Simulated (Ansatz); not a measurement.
**What a change does: single-point calculation on GeH₃**

System: GeH₃, multiplicity 2.
Method of the first run: UKS PBE-D4/def2-TZVPP (Ansatz 0.2.0).

The geometry comes from this level: PBE0-D4/def2-TZVP. Text and figures count atoms from 1; the logs count them from 0 in places.

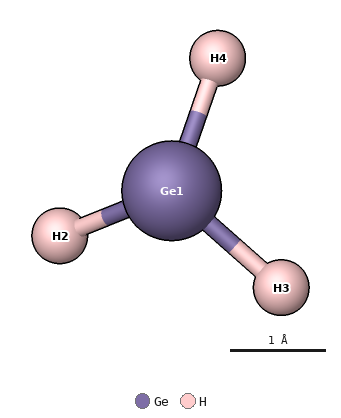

**Figure 1.** The structure (ball-and-stick view, seen at a tilt; atoms are numbered from 1 in the order of the input). Sticks mark near contacts. Bond lengths as drawn: Ge–H 1.54 Å.

### Input, the first run
```yaml
crystal:
  periodic: [false, false, false]
  atoms:
    - {symbol: Ge, position_ang: [0.214577, -0.125905, -0.249397]}
    - {symbol: H, position_ang: [1.055031, 0.109610, 1.018261]}
    - {symbol: H, position_ang: [-0.882773, -1.175870, -0.000057]}
    - {symbol: H, position_ang: [-0.386834, 1.192155, -0.768808]}
basis:
  gaussian: {orbitals: def2-TZVPP}
magnetization: {spin_polarized: true, initial_magnetization: 1}
hamiltonian: {xc: pbe, dispersion: d4}
output: {forces: true, orbitals: {seedname: orbitals}}
```

Hardware: 2 CPU threads, shared host.

### Output (the first run)
```
Functional definition: PBE
  parameter kappa = 0.804
  parameter beta = 0.06672455060314922
  exchange = pbe_x(kappa = kappa, mu = beta*pi^2/3)
  correlation = pbe_c(beta = beta)
535 factors; their error is unknown
mean field evaluation 1: about -56555.9118 eV, gradient 1.7e1 eV
mean field evaluation 2: about -56556.1714 eV, gradient 1.9e1 eV
mean field evaluation 4: about -56556.7486 eV, gradient 3.3e-1 eV
mean field evaluation 8: about -56556.7372 eV, gradient 8.6e-3 eV
mean field -56556.73721774 eV, -2078.4217572185 hartree, gradient 9.5e-6 eV, S^2 0.751791; 0 other end points of the search recorded, 0 dependent functions left out
the calculation of the forces begins
reference -56556.73724835 eV, -2078.4217583433 hartree; 18, 17 occupied and 72, 73 virtual orbitals, 535 factors
Total energy: -56556.77033277 eV, -2078.4229741737 hartree
Atom 0 at     0.214577    -0.125905    -0.249397 Å, force     0.091716    -0.053892    -0.106499 eV/Å
Atom 1 at     1.055031     0.109610     1.018261 Å, force     0.092870     0.025351     0.137961 eV/Å
Atom 2 at    -0.882773    -1.175870    -0.000057 Å, force    -0.119441    -0.115491     0.026391 eV/Å
Atom 3 at    -0.386834     1.192155    -0.768808 Å, force    -0.065144     0.144032    -0.057853 eV/Å
Dipole moment:     0.003519    -0.002063    -0.004092 e Å
```

The input of the second run differs as follows (lines with − go, lines with + come):
```diff
-hamiltonian: {xc: pbe, dispersion: d4}
+hamiltonian: {xc: r2scan, dispersion: d4}
```

Predict how the results change.

The total energies belong to different models, so their difference says nothing on which is more stable or more accurate. The largest force goes from 0.168 to 0.093 eV/Å. The HOMO goes from −5.21 to −5.61 eV. The LUMO goes from −3.72 to −3.27 eV.

### Output (the second run)
```
Functional definition: r2SCAN
  parameter k0 = 0.174
  parameter k1 = 0.065
  parameter a1 = 4.9479
  exchange = r2scan_x(k0 = k0, k1 = k1, a1 = a1)
  correlation = r2scan_c
535 factors; their error is unknown
mean field evaluation 1: about -56564.7919 eV, gradient 1.3e1 eV
mean field evaluation 2: about -56565.0515 eV, gradient 1.3e1 eV
mean field evaluation 4: about -56565.2989 eV, gradient 3.3e-1 eV
mean field evaluation 8: about -56565.2906 eV, gradient 1.0e-2 eV
mean field evaluation 16: about -56565.2906 eV, gradient 2.4e-5 eV
mean field -56565.29061069 eV, -2078.7360886118 hartree, gradient 2.4e-5 eV, S^2 0.753672; 0 other end points of the search recorded, 0 dependent functions left out
the calculation of the forces begins
reference -56565.29062085 eV, -2078.7360889851 hartree; 18, 17 occupied and 72, 73 virtual orbitals, 535 factors
Total energy: -56565.29783111 eV, -2078.7363539572 hartree
Atom 0 at     0.214577    -0.125905    -0.249397 Å, force    -0.056339     0.032997     0.065557 eV/Å
Atom 1 at     1.055031     0.109610     1.018261 Å, force    -0.039320    -0.014515    -0.070079 eV/Å
Atom 2 at    -0.882773    -1.175870    -0.000057 Å, force     0.060639     0.051794    -0.017551 eV/Å
Atom 3 at    -0.386834     1.192155    -0.768808 Å, force     0.035020    -0.070276     0.022073 eV/Å
Dipole moment:     0.004830    -0.002833    -0.005615 e Å
```

### The two runs side by side

| quantity | the first run | the second run |
| --- | --- | --- |
| outcome | converged | converged |
| total energy (hartree) | −2078.422974 | −2078.736354 |
| HOMO (eV) | −5.21 | −5.61 |
| LUMO (eV) | −3.72 | −3.27 |
| dipole moment (D) | 0.03 | 0.04 |
| ⟨S²⟩ | 0.752 | 0.754 |
| largest force (eV/Å) | 0.168 | 0.093 |
| basis functions | 90 | 90 |
| wall time (shared host) | 0.7 s | 1.5 s |
